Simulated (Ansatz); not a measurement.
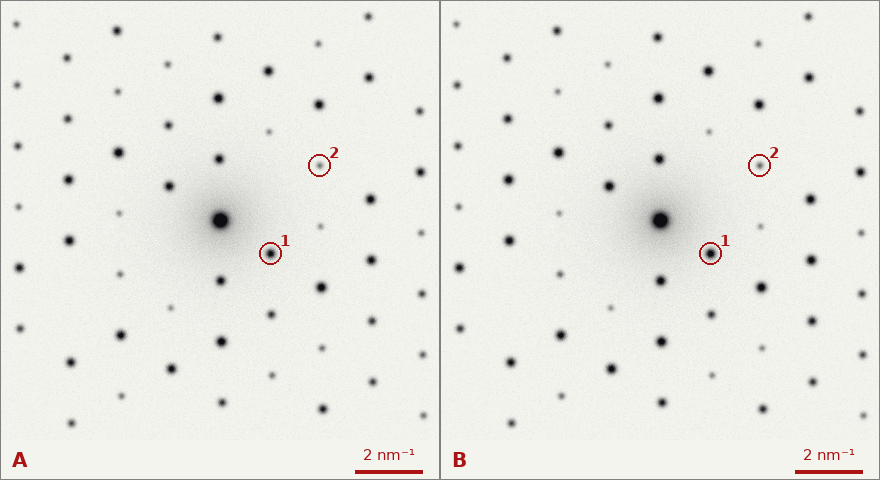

Kinematic electron diffraction patterns (300 kV, B = 0.5 Å², same scale) along [100] of the run's own cell, for the start and the end of one relaxation of LuCl4 with DFT, PAW plane waves, pbe in Ansatz 0.2.0. k mesh 6×6×6. The start is a generated model structure, and the relaxation ends in the nearest stationary point of its symmetry, not necessarily the ground state. Spot 1 is 0 -1 0 and spot 2 is 0 0 -2 in both.

Start structure:

```yaml
crystal:
  lattice:
    - [-4.15428, 4.15428, 3.65445]
    - [4.15428, -4.15428, 3.65445]
    - [4.15428, 4.15428, -3.65445]
  atoms:
    - { symbol: Cl, position: [0.36250, 0.79920, 0.56330] }
    - { symbol: Cl, position: [0.79920, 0.73590, 0.43670] }
    - { symbol: Cl, position: [0.73590, 0.79920, 0.93670] }
    - { symbol: Cl, position: [0.79920, 0.36250, 0.06330] }
    - { symbol: Cl, position: [0.63750, 0.20080, 0.43670] }
    - { symbol: Cl, position: [0.20080, 0.63750, 0.93670] }
    - { symbol: Cl, position: [0.26410, 0.20080, 0.06330] }
    - { symbol: Cl, position: [0.20080, 0.26410, 0.56330] }
    - { symbol: Lu, position: [0.87500, 0.12500, 0.75000] }
    - { symbol: Lu, position: [0.12500, 0.87500, 0.25000] }
```

**Which pattern belongs to the start structure, and which to the relaxed one?**

A is the start: its cell gives d(1) = 5.488 Å, d(2) = 2.938 Å and an angle of 62.2°. The spot positions hardly differ, so the intensities decide: those computed from the start structure match A, and B is the relaxed structure.

**Name reflections whose intensity changes strongly on relaxation.**

0 3 0 goes from 26 to 46 % of the strongest spot.

**Summarise the relaxation behind the change.**

The cell was held fixed; with the mean shift removed, the atoms moved by up to 0.07 Å relative to the cell (Cl most); the space group stayed I4_1/amd (No. 141); the free energy fell by 10 meV an atom.
